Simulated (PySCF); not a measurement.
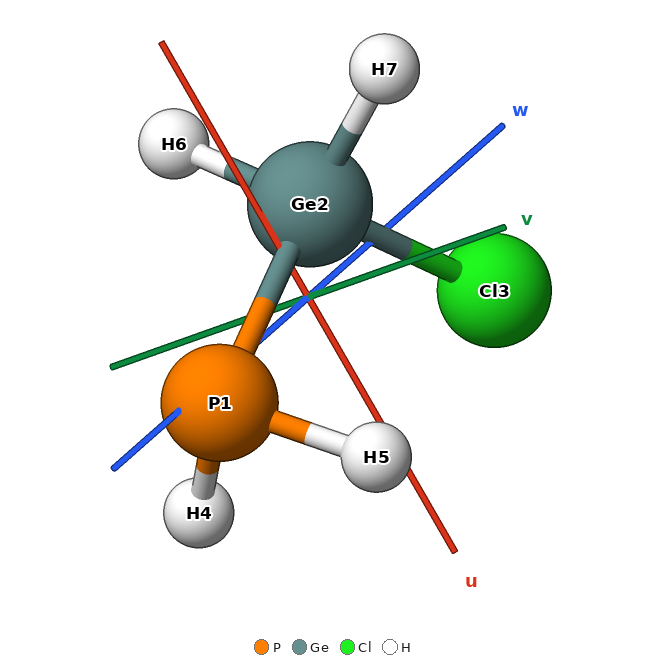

The lines u, v and w are the principal axes of the static dipole polarisability. The geometry was computed by an optimisation with PBE0-D3(BJ)/def2-SVP. No frequency run is at hand to confirm it as a minimum. Method: CAM-B3LYP/def2-SVPD (PySCF 2.14.0).

Question. Along which axis is the molecule most polarisable, and along which least?

Answer. Most along w, least along v.

Question. Give the three principal values.

Answer. u 70.3, v 62.2, w 89.7 bohr³; mean 74.1, anisotropy 24.4 bohr³.
